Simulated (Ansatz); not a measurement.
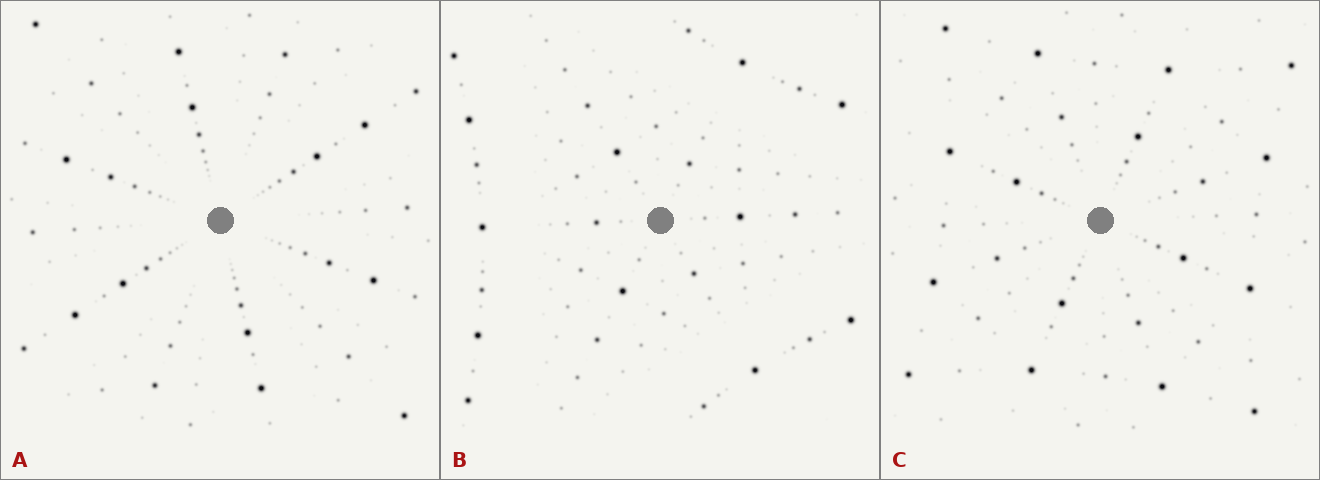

Simulated back-reflection Laue patterns (white X-rays, 0.45 to 2.2 Å, flat plate covering ±45° about the beam, kinematic intensities, seen from the source). Crystal: W, space group Im-3m (No. 229), a = 3.17 Å. Structure: the input geometry of an electronic-structure calculation (not necessarily at equilibrium).

### The directions [001], [110], [111] point towards the source, in some order. Which is which?

A: [110], symmetry 2mm (a twofold axis with two mirror lines). B: [111], symmetry 3m (a threefold axis with three mirror lines). C: [001], symmetry 4mm (a fourfold axis with mirror lines). The Laue class is m-3m.
